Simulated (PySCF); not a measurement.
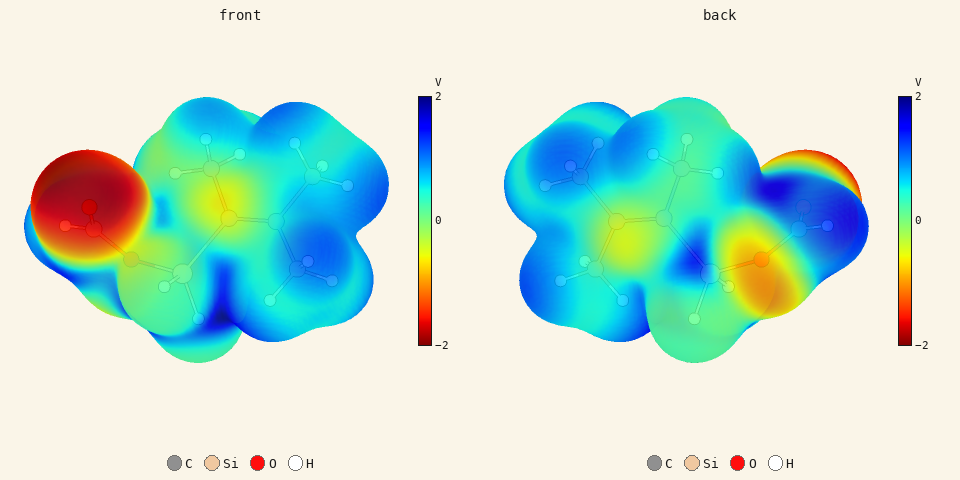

*C6H12O2Si (SMILES CC(C)=C(C)[SiH2]OC=O). The electrostatic potential painted on the density surface at 0.004 e/bohr³, seen from the front and from behind; the colour scale runs from red (negative) to blue (positive).*

Geometry: GFN2-xTB.

The calculation used PBE0/pcSseg-1, SCF density, gas phase, non-relativistic (PySCF 2.14.0).

```json
{"atom": "C", "x (Å)": "-2.1113", "y (Å)": "-1.2093", "z (Å)": "-0.1569"}
{"atom": "C", "x (Å)": "-1.3528", "y (Å)": "0.0731", "z (Å)": "-0.0302"}
{"atom": "C", "x (Å)": "-2.1865", "y (Å)": "1.3114", "z (Å)": "-0.1982"}
{"atom": "C", "x (Å)": "-0.0375", "y (Å)": "0.1382", "z (Å)": "0.2215"}
{"atom": "C", "x (Å)": "0.6313", "y (Å)": "1.4850", "z (Å)": "0.3424"}
{"atom": "Si", "x (Å)": "1.0293", "y (Å)": "-1.4033", "z (Å)": "0.4039"}
{"atom": "O", "x (Å)": "2.5536", "y (Å)": "-0.9597", "z (Å)": "0.9488"}
{"atom": "C", "x (Å)": "3.4926", "y (Å)": "-0.4262", "z (Å)": "0.2178"}
{"atom": "O", "x (Å)": "3.4314", "y (Å)": "-0.1891", "z (Å)": "-0.9515"}
{"atom": "H", "x (Å)": "-2.9090", "y (Å)": "-1.2394", "z (Å)": "0.5856"}
{"atom": "H", "x (Å)": "-1.4713", "y (Å)": "-2.0737", "z (Å)": "-0.0177"}
{"atom": "H", "x (Å)": "-2.5771", "y (Å)": "-1.2706", "z (Å)": "-1.1403"}
{"atom": "H", "x (Å)": "-3.2082", "y (Å)": "1.0586", "z (Å)": "-0.4684"}
{"atom": "H", "x (Å)": "-2.2077", "y (Å)": "1.8893", "z (Å)": "0.7263"}
{"atom": "H", "x (Å)": "-1.7681", "y (Å)": "1.9541", "z (Å)": "-0.9718"}
{"atom": "H", "x (Å)": "1.6503", "y (Å)": "1.3925", "z (Å)": "0.7072"}
{"atom": "H", "x (Å)": "0.0829", "y (Å)": "2.1309", "z (Å)": "1.0274"}
{"atom": "H", "x (Å)": "0.6691", "y (Å)": "1.9812", "z (Å)": "-0.6280"}
{"atom": "H", "x (Å)": "0.6967", "y (Å)": "-2.2557", "z (Å)": "1.5442"}
{"atom": "H", "x (Å)": "1.1920", "y (Å)": "-2.1565", "z (Å)": "-0.8376"}
{"atom": "H", "x (Å)": "4.3914", "y (Å)": "-0.2139", "z (Å)": "0.8298"}
```

Question: Describe the electrostatic potential map.

Answer: The most negative region (about −1.9 V) lies over O9, the most positive (about +1.7 V) over Si6. O9 is the likeliest acceptor of a hydrogen bond.
